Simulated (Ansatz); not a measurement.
# A computed series for ScAl3: response to strain

The parent structure is ScAl₃ in the Cu3Au type structure (space group Pm-3m, No. 221; a = 4.072 Å; relaxed with 0.1 eV smearing). Axes: x, y, z lie along the cube axes.

Strains are applied to the cell and any free atomic positions relax; under biaxial strain the out-of-plane vector relaxes too.

Method: Kohn–Sham DFT with the PBEsol functional, run in Ansatz (an electronic-structure program) with PAW and 420 eV plane waves, no spin-orbit coupling.

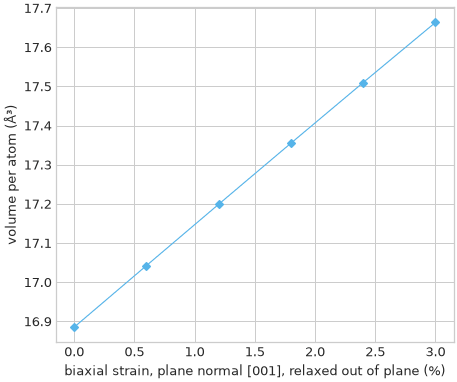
Volume per atom against biaxial strain, plane normal [001], relaxed out of plane

```json
[
 {"biaxial strain, plane normal [001], relaxed out of plane (%)": "0.6", "volume per atom": "17.04 Å³"},
 {"biaxial strain, plane normal [001], relaxed out of plane (%)": "1.2", "volume per atom": "17.20 Å³"},
 {"biaxial strain, plane normal [001], relaxed out of plane (%)": "1.8", "volume per atom": "17.36 Å³"},
 {"biaxial strain, plane normal [001], relaxed out of plane (%)": "2.4", "volume per atom": "17.51 Å³"},
 {"biaxial strain, plane normal [001], relaxed out of plane (%)": "3", "volume per atom": "17.66 Å³"}
]
```

Whether these cells are dynamically stable was not tested. The final runs are not spin-polarised.
